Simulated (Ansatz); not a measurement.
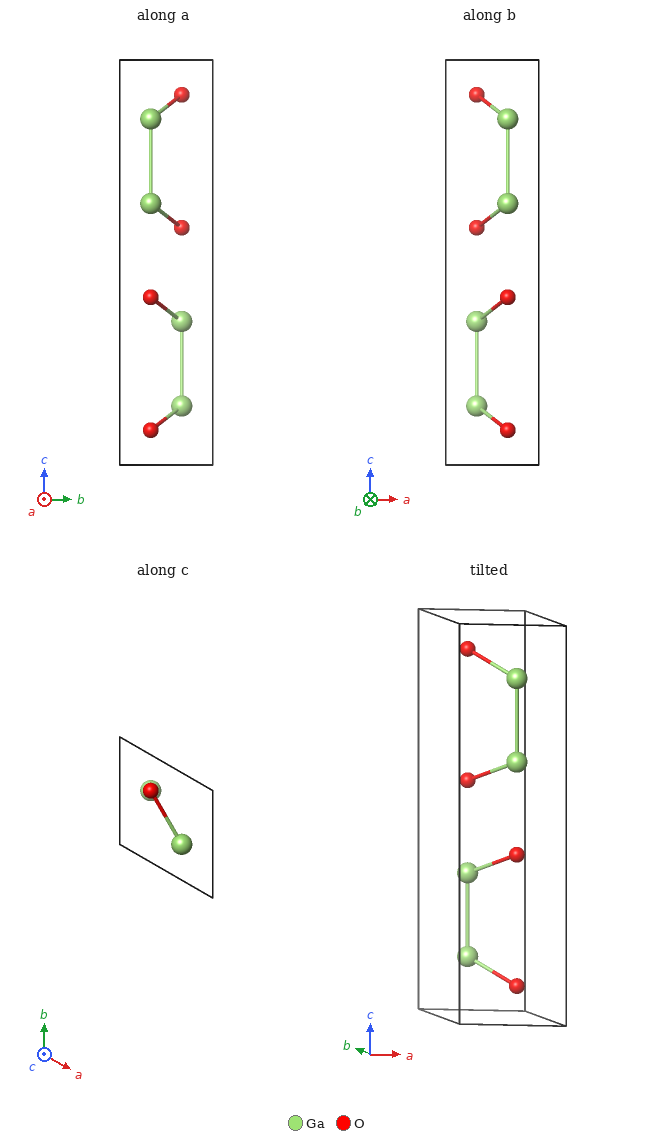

Ball-and-stick model, viewed along the a axis, along the b axis, along the c axis and slightly off an axis. Atoms at the boundary of the conventional unit cell (the box) are drawn once for each face, edge or corner they touch.

Lattice parameters: a = 3.061 Å, b = 3.061 Å, c = 11.535 Å, α = 90.00°, β = 90.00°, γ = 120.00°.

Question: Transcribe the picture into a table of Wyckoff sites, with free fractional coordinates to two decimals.

Answer: Space group P6_3/mmc (No. 194).
```json
{"atom": "Ga", "site": "4f", "x": "0.3333", "y": "0.6667", "z": "0.15"}
{"atom": "O", "site": "4f", "x": "0.3333", "y": "0.6667", "z": "0.59"}
```

Starting structure: a structure type filled with these elements by a generator (whether the compound takes this form wasn't checked). It was relaxed with DFT PBE, scalar-relativistic, plane waves, PAW in Ansatz under a constraint or pressure on the cell, so some stress remains.

At this level of theory the run's own cell isn't at rest (compressed, at 15 GPa), so its distances can differ from those at equilibrium, the more so the softer the solid.
